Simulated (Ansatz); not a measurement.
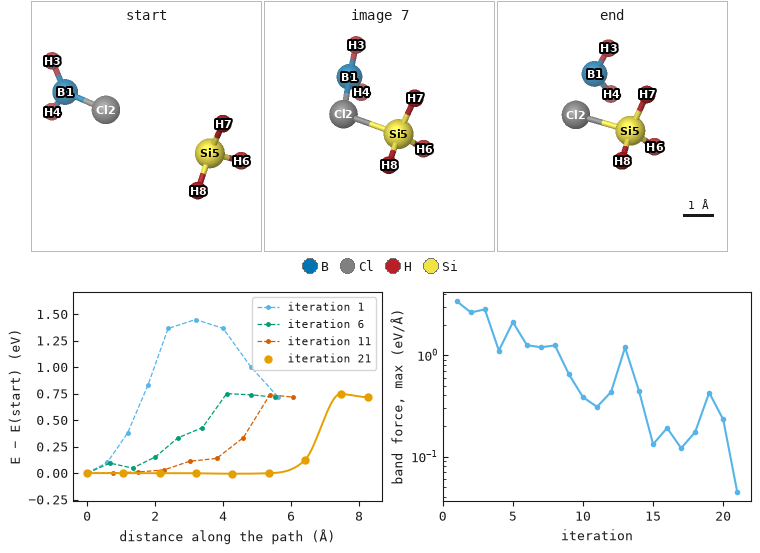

NEB run on BSiH₅Cl (multiplicity 2), made up of BH2Cl and SiH3. Images are numbered from 0 (start) to 8 (end). The plot follows the band through its iterations. Style: ball-and-stick. Shown from a free direction.

Computed with Ansatz, UKS PBE0/6-31G*. Set-up: 7 movable images; climbing image; force threshold 0.05 eV/Å; iteration limit 60; starting path through a guess of the saddle point.

**Did the band converge, and can the barrier be trusted?**

The result is final at these settings. The band converged in 21 iterations. The largest component of the band force went from 3.4 to 0.045 eV/Å. The climbing image converged on the top of the path. Its vibrational analysis gives one imaginary mode (204i cm⁻¹), as a transition state must have. The first iteration put the highest image at 1.45 eV. The energy climbs by 0.75 eV to image 7 and then falls by 0.03 eV, so the end point sits at +0.72 eV. Image 4 lies below both ends, at −0.01 eV, which points to an intermediate minimum that so few images don't resolve.

Limits of the set-up: the start holds two separate molecules, 4.4 Å apart at their closest, whose relative position is a soft coordinate and is computed without a dispersion correction.
